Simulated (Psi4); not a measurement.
# Si2H4F2 (SMILES F[SiH2][SiH2]F): wB97M-V/6-31G(d) (spherical functions)

What is the energy change on altering one bond length of Si2H4F2 at wB97M-V/6-31G* (spherical functions)? 

The results are computed with Psi4 1.11.

2 further runs of the same task are left out: 2 set aside as unsound or not needed.

### 1 The system as given

The species is Si2H4F2 (8 atoms), meant as a singlet with charge 0. As SMILES, `F[SiH2][SiH2]F`. Geometry: relaxed at PBE0-D4/def2-TZVP. This is one conformer, not always the lowest.

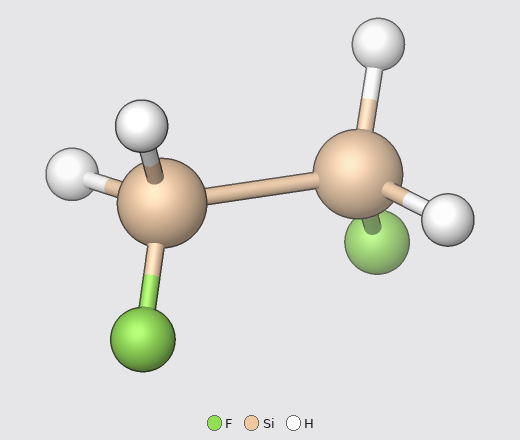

Viewed from a chosen angle; fluorine green, silicon light orange, hydrogen white.

### 2 The energy at wB97M-V/6-31G(d) (spherical functions)

Input file input.json:

```json
{
 "schema_name": "qcschema_input",
 "schema_version": 1,
 "molecule": {
  "schema_name": "qcschema_molecule",
  "schema_version": 2,
  "symbols": ["F", "Si", "Si", "F", "H", "H", "H", "H"],
  "geometry": [-3.65624211, 2.27863176, -0.51872982, -0.67614401, 2.13180004, 0.0234326, 0.67765579, -2.09684011, 0.08333692, 0.53101304, -3.29190291, -2.70004069, 0.64269585, 3.61731375, -1.95964599, -0.18859467, 3.29511544, 2.53525657, 3.35388593, -2.19964121, 0.93617032, -0.90158833, -3.66965916, 1.78919269],
  "molecular_charge": 0,
  "molecular_multiplicity": 1,
  "fix_symmetry": "c1",
  "fix_com": true,
  "fix_orientation": true
 },
 "driver": "energy",
 "model": {
  "method": "wb97m-v",
  "basis": "6-31G*"
 },
 "keywords": {
  "puream": true,
  "e_convergence": 1e-09,
  "d_convergence": 1e-08,
  "scf_type": "pk",
  "dft_radial_points": 99,
  "dft_spherical_points": 590
 }
}
```

Run with:

```console
psi4 --qcschema input.json -n 1 --memory 2200MB
```

stdout:

```text
[...]
  Running in c1 symmetry.
[...]
  Nuclear repulsion =  221.605032025805230
[...]
  Multiplicity = 1
[...]
  Nalpha       = 25
  Nbeta        = 25
[...]
    Number of basis functions: 72
[...]
   @RKS iter   1:  -780.95138684536767   -7.77050e-01   6.20195e-03 ADIIS/DIIS
[...]
   @RKS iter  11:  -781.02647454587793   -1.13687e-12   3.05143e-09 DIIS
[...]
    Orbital Energies [Eh]
    ---------------------
    Doubly Occupied:
       1A    -66.438975     2A    -66.438954     3A    -24.903759
       4A    -24.903744     5A     -5.478042     6A     -5.478022
       7A     -3.793209     8A     -3.793166     9A     -3.790320
      10A     -3.790291    11A     -3.790255    12A     -3.789976
      13A     -1.311592    14A     -1.310978    15A     -0.697820
      16A     -0.650346    17A     -0.561707    18A     -0.557502
      19A     -0.555076    20A     -0.547198    21A     -0.547040
      22A     -0.520047    23A     -0.443621    24A     -0.438383
      25A     -0.378419
[...]
  @RKS Final Energy:  -781.02647454587793
   => Energetics <=
    Nuclear Repulsion Energy =            221.6050320258052295
    One-Electron Energy =               -1525.2254399743499107
    Two-Electron Energy =                 570.7233228545443353
    DFT Exchange-Correlation Energy =     -48.3368328480707916
    Empirical Dispersion Energy =           0.0000000000000000
    VV10 Nonlocal Energy =                  0.2074433961931987
    Total Energy =                       -781.0264745458779316
[...]
 Multipole Moments:
 ------------------------------------------------------------------------------------
     Multipole            Electronic (a.u.)      Nuclear  (a.u.)        Total (a.u.)
 ------------------------------------------------------------------------------------
 L = 1.  Multiply by 2.5417464519 to convert [e a0] to [Debye]
 Dipole X            :         25.6735379          -25.1994979            0.4740400
 Dipole Y            :          7.7458552           -7.5868725            0.1589827
 Dipole Z            :         24.6775493          -24.1731877            0.5043616
 Magnitude           :                                                    0.7101901
[...]
```

The result, in JSON:

```text
{
 "driver": "energy",
 "model": {
  "method": "wb97m-v",
  "basis": "6-31G*"
 },
 "success": true,
 "return_result": -781.0264745458779,
 "properties": {
  "calcinfo_nbasis": 72,
  "calcinfo_nmo": 72,
  "calcinfo_nalpha": 25,
  "calcinfo_nbeta": 25,
  "calcinfo_natom": 8,
  "nuclear_repulsion_energy": 221.60503202580523,
  "return_energy": -781.0264745458779,
  "scf_one_electron_energy": -1525.22543997435,
  "scf_two_electron_energy": 570.7233228545443,
  "scf_vv10_energy": 0.20744339619319865,
  "scf_xc_energy": -48.33683284807079,
  "scf_dipole_moment": [0.47403995115339725, 0.15898273336277846, 0.5043615890326052],
  "scf_total_energy": -781.0264745458779,
  "scf_iterations": 11
 }
}
```

It took 90 s on 1 thread of Intel Xeon 6975P-C (Granite Rapids), shared host; peak memory 1.2 GiB.

### 3 The distorted shape

Input file calc.inp:

```
memory 2.2 GB

molecule {
  0 1
  F     -1.809470     1.330620    -0.409878
  Si    -0.232470     1.252920    -0.122978
  Si     0.483930    -0.984780    -0.091278
  F      0.406330    -1.617180    -1.564178
  H      0.465430     2.039020    -1.172378
  H      0.025530     1.868520     1.206222
  H      1.900130    -1.039180     0.360022
  H     -0.477100    -1.941900     0.946800
  units angstrom
  symmetry c1
}

set {
  reference rks
  puream true
  e_convergence 1e-09
  d_convergence 1e-08
  scf_type pk
  dft_radial_points 99
  dft_spherical_points 590
}

e_tot = energy("wb97m-v/6-31G*")
```

Run with:

```console
psi4 calc.inp calc.out -n 1
```

calc.out:

```text
[...]
  Running in c1 symmetry.
[...]
  Nuclear repulsion =  220.650989342530465
[...]
  Multiplicity = 1
[...]
  Nalpha       = 25
  Nbeta        = 25
[...]
    Number of basis functions: 72
[...]
   @RKS iter   1:  -780.93704419206620   -8.29284e-01   6.22302e-03 DIIS/ADIIS
[...]
   @RKS iter  11:  -781.01368971914690   -3.86535e-12   4.35073e-09 DIIS
[...]
    Orbital Energies [Eh]
    ---------------------
    Doubly Occupied:
       1A    -66.453875     2A    -66.442912     3A    -24.908944
       4A    -24.905813     5A     -5.489390     6A     -5.481802
       7A     -3.804596     8A     -3.802027     9A     -3.801539
      10A     -3.796932    11A     -3.794045    12A     -3.793970
      13A     -1.315932    14A     -1.313195    15A     -0.697783
      16A     -0.649992    17A     -0.564422    18A     -0.558461
      19A     -0.556469    20A     -0.550384    21A     -0.546932
      22A     -0.519167    23A     -0.444306    24A     -0.426375
      25A     -0.378789
[...]
  @RKS Final Energy:  -781.01368971914690
   => Energetics <=
    Nuclear Repulsion Energy =            220.6509893425304654
    One-Electron Energy =               -1523.1353082806022030
    Two-Electron Energy =                 569.5605750085787804
    DFT Exchange-Correlation Energy =     -48.2973661411108210
    Empirical Dispersion Energy =           0.0000000000000000
    VV10 Nonlocal Energy =                  0.2074203514568678
    Total Energy =                       -781.0136897191468961
[...]
 Multipole Moments:
 ------------------------------------------------------------------------------------
     Multipole            Electronic (a.u.)      Nuclear  (a.u.)        Total (a.u.)
 ------------------------------------------------------------------------------------
 L = 1.  Multiply by 2.5417464519 to convert [e a0] to [Debye]
 Dipole X            :         -2.9153821            3.4677683            0.5523862
 Dipole Y            :         -0.8132183            1.0864901            0.2732719
 Dipole Z            :         -3.5213088            3.9345953            0.4132865
 Magnitude           :                                                    0.7420335
[...]
```

Run time: 90 s. Hardware: 1 thread of Intel Xeon 6975P-C (Granite Rapids), shared host; peak memory 1.2 GiB.

### 4 Summary of results

Level: wB97M-V/6-31G* (spherical functions).

| quantity | value |
| --- | --- |
| first shape: total energy | -781.02647 Eh |
| first shape: dipole moment | 1.81 D |
| first shape: HOMO energy | -10.30 eV |
| first shape: LUMO energy | 1.25 eV |
| first shape: HOMO–LUMO gap | 11.55 eV |
| distorted shape: total energy | -781.01369 Eh |
| distorted shape: dipole moment | 1.89 D |
| distorted shape: HOMO energy | -10.31 eV |
| distorted shape: LUMO energy | 1.17 eV |
| distorted shape: HOMO–LUMO gap | 11.47 eV |
| energy change with the Si3–H8 bond stretched from 1.485 to 1.708 Å | 0.348 eV |

What this shows: With the Si3–H8 bond stretched from 1.485 to 1.708 Å the energy rises by 0.35 eV (33.6 kJ/mol). The first shape isn't relaxed at this level, so the change isn't measured from a minimum.
